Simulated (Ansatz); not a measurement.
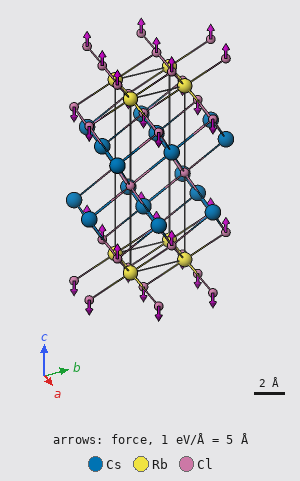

Starting geometry of a crystal of Cs2RbCl3 (built on the K2NaCl3-164 type type) with the computed forces as purple arrows. The picture is a ball-and-stick view of the cell of the calculation, seen slightly off an axis.

Level of theory: DFT, PBEsol, plane waves, PAW (Ansatz 0.2.0). (plane-wave cutoff 420 eV; k-point mesh 6 × 6 × 2; occupations fermi dirac; smearing width 0.03 eV; no spin polarisation; cell and atoms relaxed; force threshold 0.01 eV/Å; at most 120 steps)

### What follows when this structure is relaxed?

It isn't relaxed: the largest force vector, on Cl atoms, is 0.22 eV/Å. The atoms end up moving mostly along the starting forces (cosine between the two patterns 0.93). The largest moves relative to the cell, 0.14 Å, are those of Cl atoms. By element the largest moves are Cl 0.14 Å, Cs 0.08 Å. Rb stays in place. The volume changes by −5.4 %, with a = b 4.871 → 4.787 Å (−1.7 %), c 12.047 → 11.795 Å (−2.1 %). Some distances before and after: Cl–Cs 3.544 → 3.432 Å, Cl–Rb 3.298 → 3.312 Å. Among the angles between lasting bonds that change: Cs–Cl–Rb 174.2° → 177.0°, Cl–Rb–Cl 84.8° → 87.4°, Cl–Rb–Cl 95.2° → 92.6°. The space group stays P-3m1 (No. 164). Over 3 accepted moves (4 points after the start) the energy falls by 11.6 meV per atom. Largest force component: 0.22 eV/Å at the start, 0.0074 eV/Å at the end. The pressure goes from −0.78 to −0.03 GPa. At 1 point the geometry stayed and the basis and grid were re-selected for the new cell (energy shift of less than 0.05 meV per atom at most each time). Cost: 10 s on 2 threads of AMD EPYC 7R13 Processor (Zen 3) (shared host), peak memory 0.69 GiB.
